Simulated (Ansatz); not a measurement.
# Calculations on SnSiH7OCl

**1. Relaxation**

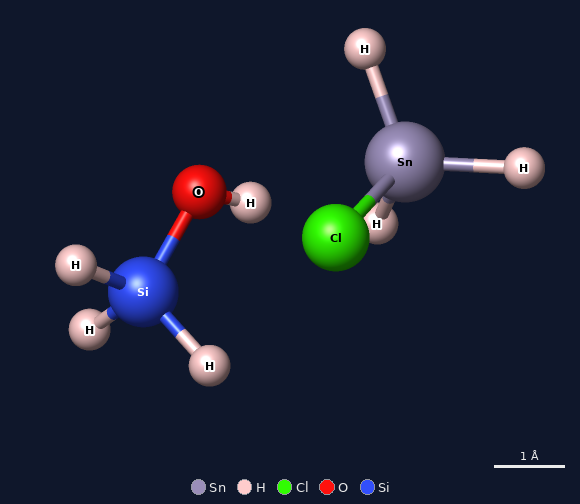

SnSiH$_{7}$OCl, before the relaxation. The picture is a ball-and-stick view, seen from a free direction.

The run prepares an end point of a later path (reaction) calculation, from a guessed geometry.

These are results of Ansatz, RKS BLYP-D4/def2-SVP, not measurements.

The input:
```yaml
crystal:
  periodic: [false, false, false]
  atoms:
    - { symbol: Sn, position_ang: [-0.216008, -0.24618, -0.215681] }
    - { symbol: H, position_ang: [-0.177377, -0.182689, 1.524102] }
    - { symbol: Cl, position_ang: [2.021713, -0.371099, -1.046817] }
    - { symbol: H, position_ang: [-0.978159, 1.146742, -0.888038] }
    - { symbol: H, position_ang: [-0.978536, -1.723201, -0.710063] }
    - { symbol: O, position_ang: [1.167997, 2.072066, 1.430473] }
    - { symbol: Si, position_ang: [2.763047, 1.843341, 1.968952] }
    - { symbol: H, position_ang: [3.163996, 0.394902, 1.935596] }
    - { symbol: H, position_ang: [3.615925, 2.659278, 1.051565] }
    - { symbol: H, position_ang: [2.931254, 2.357057, 3.372628] }
    - { symbol: H, position_ang: [0.519749, 1.499383, 1.911083] }
basis:
  gaussian: { orbitals: def2-SVP }
hamiltonian:
  xc: blyp
  dispersion: d4
relax:
  f_tol: 0.03
  max_steps: 50
```

Launched with:
```bash
ansatz run input.yaml --threads 4 --pin off --max-ram 5120MiB --backend cpu --events-out ev --progress --plain --runs-dir out
```

Question: Where does the relaxation end?

Answer: The energy falls by 2.85 kcal/mol in 36 accepted moves (39 points after the start). The largest force component goes from 0.42 to 0.007 eV/Å. The line search rejected the trial steps at points 2, 10, 29 of the run. The forces were under the threshold at step 12, but the run went on from there. H11 moves most after the best rigid fit: 1.06 Å. By element the largest moves are H 1.06 Å, Cl 0.89 Å, O 0.83 Å, Si 0.18 Å, Sn 0.11 Å. Some distances before and after: Sn1–O6 3.162 → 3.026 Å, Sn1–Cl3 2.390 → 2.411 Å, O6–H11 0.990 → 0.975 Å, Sn1–H2 1.741 → 1.728 Å. Among the angles between lasting bonds that change: H2–Sn1–H4 111.7° → 116.2°, Cl3–Sn1–H5 105.5° → 102.6°, Si7–O6–H11 112.5° → 115.2°.

History of the run:

| step | E − E(0), kcal/mol | largest force component, eV/Å | note |
| --- | --- | --- | --- |
| 0 | 0.00 | 0.4164 |  |
| 1 | -0.54 | 0.3429 |  |
| 2 | -0.27 | 1.2652 | rejected |
| 3 | -0.97 | 0.1058 |  |
| 4 | -1.32 | 0.0682 |  |
| 5 | -1.63 | 0.4689 |  |
| 6 | -1.74 | 0.6675 |  |
| 7 | -2.29 | 0.1010 |  |
| 8 | -2.42 | 0.1043 |  |
| 9 | -2.46 | 0.0760 |  |
| 10 | -2.32 | 0.7795 | rejected |
| 12 | -2.59 | 0.0300 |  |
| 13 | -2.61 | 0.0370 |  |
| 15 | -2.63 | 0.0454 |  |
| 16 | -2.65 | 0.0650 |  |
| 18 | -2.68 | 0.1462 |  |
| 19 | -2.70 | 0.1682 |  |
| 21 | -2.72 | 0.2198 |  |
| 22 | -2.74 | 0.2145 |  |
| 24 | -2.79 | 0.0222 |  |
| 25 | -2.80 | 0.1662 |  |
| 27 | -2.81 | 0.0071 |  |
| 28 | -2.82 | 0.0340 |  |
| 30 | -2.83 | 0.0479 |  |
| 31 | -2.84 | 0.0506 |  |
| 33 | -2.84 | 0.0396 |  |
| 34 | -2.85 | 0.0554 |  |
| 36 | -2.85 | 0.0836 |  |
| 37 | -2.85 | 0.0668 |  |
| 39 | -2.85 | 0.0070 |  |

Final geometry:

```xyz
11

Sn   -0.2436   -0.1475   -0.2610
H    -0.9274   -0.5903    1.2632
Cl    2.0553   -0.8715   -0.3152
H    -0.2957    1.5278   -0.6609
H    -0.9707   -1.1016   -1.5217
O     1.0963    1.4253    1.9502
Si    2.7211    1.9089    1.8015
H     3.6821    0.8116    2.1464
H     2.8795    2.3506    0.3864
H     2.9891    3.0691    2.7223
H     0.8476    1.0671    2.8225
```

The end point in the same view:

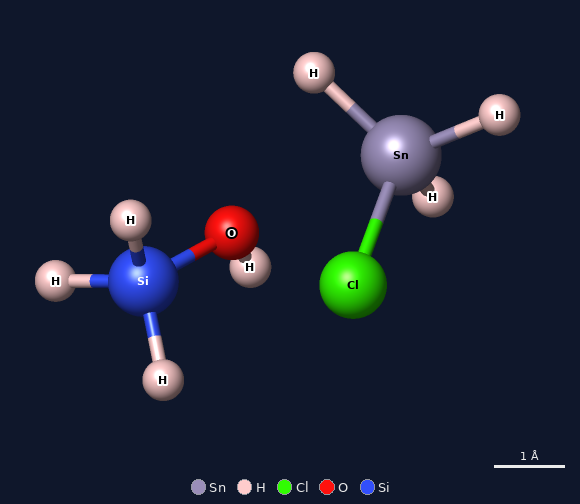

**2. Relaxation**

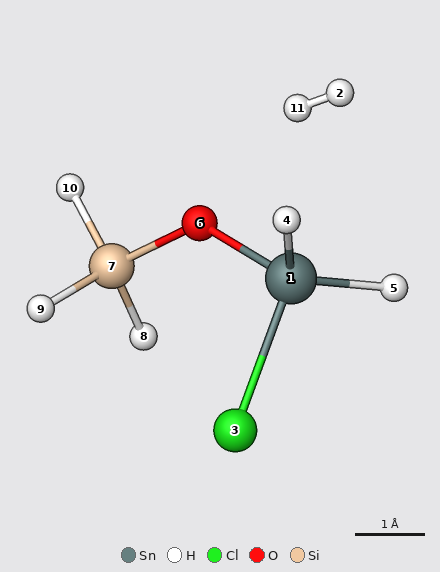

Starting structure of SnSiH₇OCl. A ball-and-stick model, seen at a tilt.

The run prepares an end point of a later path (reaction) calculation, from a guessed geometry.

Theory: RKS BLYP-D4/def2-SVP in Ansatz.

Input file:
```yaml
crystal:
  periodic: [false, false, false]
  atoms:
    - { symbol: Sn, position_ang: [0.426952, 0.25248, -0.214523] }
    - { symbol: H, position_ang: [-1.310002, 0.299049, 2.161399] }
    - { symbol: Cl, position_ang: [2.175661, 0.246684, -1.848076] }
    - { symbol: H, position_ang: [-0.871995, 1.238899, -0.774387] }
    - { symbol: H, position_ang: [0.120551, -1.395785, 0.195087] }
    - { symbol: O, position_ang: [1.250241, 1.166942, 1.336923] }
    - { symbol: Si, position_ang: [2.825079, 1.643336, 1.697011] }
    - { symbol: H, position_ang: [3.760793, 0.467508, 1.728747] }
    - { symbol: H, position_ang: [3.348308, 2.645305, 0.709067] }
    - { symbol: H, position_ang: [2.782085, 2.269689, 3.058733] }
    - { symbol: H, position_ang: [-0.674074, 0.615493, 2.283819] }
basis:
  gaussian: { orbitals: def2-SVP }
hamiltonian:
  xc: blyp
  dispersion: d4
relax:
  f_tol: 0.03
  max_steps: 50
```

Run as
```bash
ansatz run input.yaml --threads 4 --pin off --max-ram 5120MiB --backend cpu --events-out ev --progress --plain --runs-dir out
```

### Where does the relaxation end?

Over 14 accepted moves (15 points after the start) the energy falls by 2.44 kcal/mol. Largest force component: 1.7 eV/Å at the start, 0.0064 eV/Å at the end. The line search rejected the trial step at point 6 of the run. The forces were under the threshold at step 10, but the run went on from there. The atom that moves furthest after the best rigid fit is H2 (0.89 Å). By element the largest moves are H 0.89 Å, Sn 0.31 Å, Cl 0.28 Å, O 0.22 Å, Si 0.11 Å. Some distances before and after: H2–H11 0.721 → 0.769 Å, Sn1–O6 1.980 → 2.008 Å. The run took 19 s on 4 threads of Arm Neoverse V2 (shared host), peak memory 0.17 GiB.

Step by step:

| step | E − E(0), kcal/mol | largest force component, eV/Å | note |
| --- | --- | --- | --- |
| 0 | 0.00 | 1.7227 |  |
| 1 | -2.00 | 0.1116 |  |
| 2 | -2.27 | 0.0471 |  |
| 3 | -2.31 | 0.0608 |  |
| 4 | -2.32 | 0.1017 |  |
| 5 | -2.35 | 0.0621 |  |
| 6 | -2.34 | 0.3767 | rejected |
| 7 | -2.38 | 0.0654 |  |
| 8 | -2.39 | 0.1577 |  |
| 9 | -2.39 | 0.1397 |  |
| 10 | -2.42 | 0.0101 |  |
| 11 | -2.42 | 0.0166 |  |
| 12 | -2.42 | 0.0966 |  |
| 13 | -2.43 | 0.0415 |  |
| 14 | -2.43 | 0.0095 |  |
| 15 | -2.44 | 0.0064 |  |

The structure at the end:

```xyz
11

Sn    0.5577    0.1466   -0.4796
H    -1.4332    0.6716    2.9597
Cl    2.4177    0.2201   -1.9787
H    -0.6909    1.1705   -1.0868
H     0.1919   -1.5033   -0.1318
O     1.2354    0.9777    1.2179
Si    2.7356    1.5936    1.6704
H     3.8151    0.5520    1.5826
H     3.1357    2.7643    0.8179
H     2.6043    2.0451    3.0938
H    -0.7357    0.8113    2.6683
```

After the run, drawn alike:

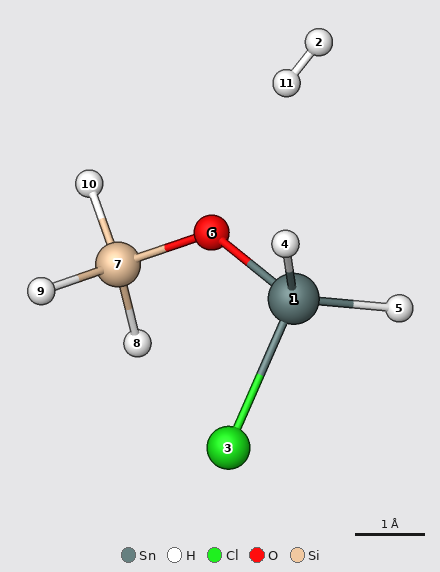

Limits of the set-up: the start holds two separate molecules, 2.2 Å apart at their closest, whose relative position is a soft coordinate.

**3. Path**

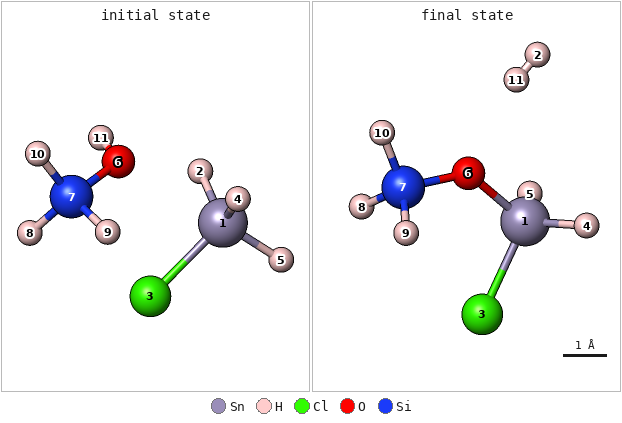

The two relaxed end points of a path for SnSiH7OCl, made up at the start of SnH$_{3}$Cl and SiH₄O. Style: ball-and-stick. Shown from a free direction.

The calculation used RKS BLYP-D4/def2-SVP (Ansatz 0.2.0).

Settings: 5 movable images; climbing image; force threshold 0.03 eV/Å; iteration limit 60.

Start:
```xyz
11

Sn   -0.2218   -0.1763   -0.2636
H    -0.9504   -0.5565    1.2568
Cl    2.0700   -0.9238   -0.2296
H    -0.2456    1.4837   -0.7254
H    -0.9253   -1.1689   -1.5078
O     1.0755    1.4635    1.9242
Si    2.7087    1.9257    1.8018
H     3.6486    0.8326    2.2121
H     2.9093    2.3137    0.3764
H     2.9645    3.1161    2.6867
H     0.8001    1.1399    2.8020
```

End:
```xyz
11

Sn    0.5842    0.0358   -0.4316
H    -1.5265    1.0175    2.8317
Cl    2.5102   -0.1402   -1.8358
H    -0.5793    1.0495   -1.2026
H     0.1152   -1.5484    0.0658
O     1.2294    1.0074    1.2027
Si    2.7390    1.5937    1.6635
H     3.7638    0.4972    1.7374
H     3.2389    2.6470    0.7157
H     2.5690    2.1988    3.0244
H    -0.8103    1.0914    2.5626
```

What barrier does the band find between them, and by what path?

Answer. The highest point, image 3, lies 109.5 kJ/mol above the start and 114.3 kJ/mol above the end; the end is at −4.8 kJ/mol relative to the start. Breaking: O6–H11 (0.98 → 1.18 at the top → 2.45 Å), Sn1–H2 (1.73 → 2.12 at the top → 4.01 Å). Forming: H2–H11 (2.89 → 1.10 at the top → 0.77 Å), Sn1–O6 (3.03 → 2.20 at the top → 2.01 Å). The band converged in 23 iterations, with a climbing image at the top.

Energies of the converged images:

| image | path (Å) | E (kJ/mol) |
| --- | --- | --- |
| 0 | 0.00 | 0.0 |
| 1 | 1.51 | 1.2 |
| 2 | 3.03 | 22.0 |
| 3 | 4.54 | 109.5 |
| 4 | 5.43 | 16.8 |
| 5 | 6.31 | -4.1 |
| 6 | 7.20 | -4.8 |

The geometry at the top of the path:

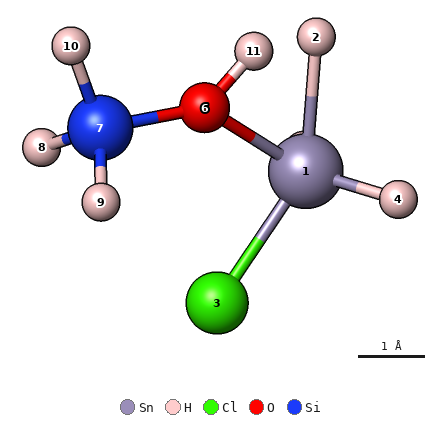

Limits of the set-up: the start holds two separate molecules, 2.9 Å apart at their closest, whose relative position is a soft coordinate.
